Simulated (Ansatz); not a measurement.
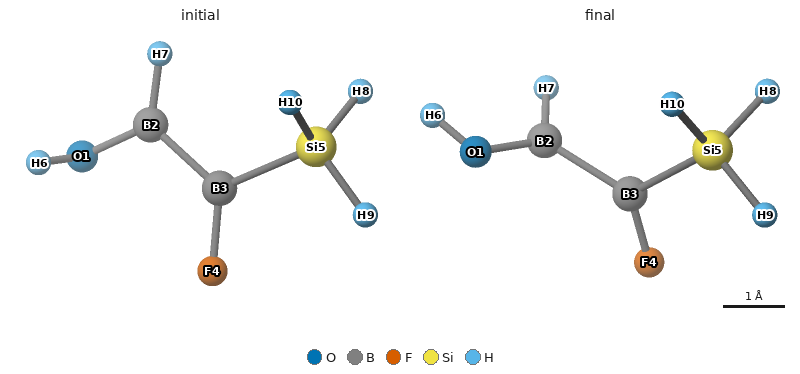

The structure of B$_{2}$SiH$_{5}$OF (coarse preliminary run) before (left) and after (right) a relaxation, at one scale.

A ball-and-stick model, seen at a tilt.

The start comes from a force field.

Method: Ansatz 0.2.0, RKS PBE-D4/def2-SVP. Set-up: force threshold 0.03 eV/Å; at most 200 steps.

Question: Describe what moved and what it gained.

Answer: The atom that moves furthest after the best rigid fit is H7 (1.31 Å). By element the largest moves are H 1.31 Å, O 1.25 Å, F 1.03 Å, B 0.34 Å, Si 0.18 Å. Some distances before and after: B3–Si5 1.975 → 2.061 Å, B2–B3 1.642 → 1.713 Å, Si5–H9 1.460 → 1.508 Å, Si5–H8 1.468 → 1.513 Å. Bond angles that change, for instance: H8–Si5–H9 112.6° → 107.7°, B3–Si5–H9 108.9° → 113.4°, B2–O1–H6 108.5° → 112.5°. Groups turn about B2–B3 by about 90°, O1–B2 by about 85°, B3–Si5 by about 25°. Over 18 accepted moves (19 points after the start) the energy falls by 1.234 eV. Largest force component: 2.7 eV/Å at the start, 0.019 eV/Å at the end. The line search rejected the trial step at point 5 of the run.
